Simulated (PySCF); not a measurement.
System (SMILES): NB(F)F.
Geometry (B3LYP-D3(BJ)/def2-TZVP, fixed):
```xyz
6

B      0.0183    -0.0197     0.0248
F      1.2393    -0.4934    -0.2319
F     -0.5103    -0.2912     1.2198
N     -0.6792     0.7310    -0.9204
H     -1.5987     1.0964    -0.7469
H     -0.2993     0.9462    -1.8251
```

Basis-set convergence of the mean static polarisability at PBE with PySCF. All functions are spherical. Density fitting with generated auxiliary sets. In sets without p functions on hydrogen, species with hydrogen take exact integrals. Species with rotatable bonds are taken in one conformer. No added dispersion term, no relativity. Reference: the value in d-aug-cc-pVTZ, 26.33 bohr³, itself unsure by roughly 0.5 % (its mean distance from aug-pcseg-2, aug-cc-pVTZ). Deviations are taken from unrounded values. Cost is core time over that of cc-pVDZ, rough, on shared machines of one kind; a dash marks a row that isn't timed (too short, read off another run, short of memory, by another algorithm or on other hardware).

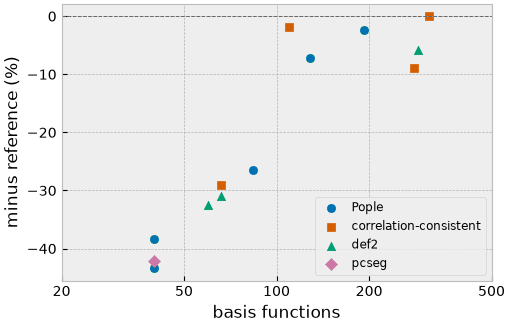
Fig. 1. Deviation from the reference against the number of basis functions, by family of sets.

```csv
basis,functions,mean static polarisability (bohr³),minus reference (%),cost
3-21G,40,14.92,-43.3,-
6-31G,40,16.25,-38.3,-
pcseg-0,40,15.25,-42.1,-
def2-SV(P),60,17.76,-32.5,-
cc-pVDZ,66,18.68,-29.1,1×
def2-SVP,66,18.19,-30.9,0.9×
6-311G**,84,19.35,-26.5,1×
aug-cc-pVDZ,110,25.86,-1.8,2×
"6-311++G(2d,2p)",128,24.42,-7.3,2×
"6-311++G(3df,3pd)",192,25.70,-2.4,4×
cc-pVQZ,280,23.99,-8.9,10×
def2-QZVPP,288,24.81,-5.8,9×
d-aug-cc-pVTZ,312,26.33,0.0,9×
```
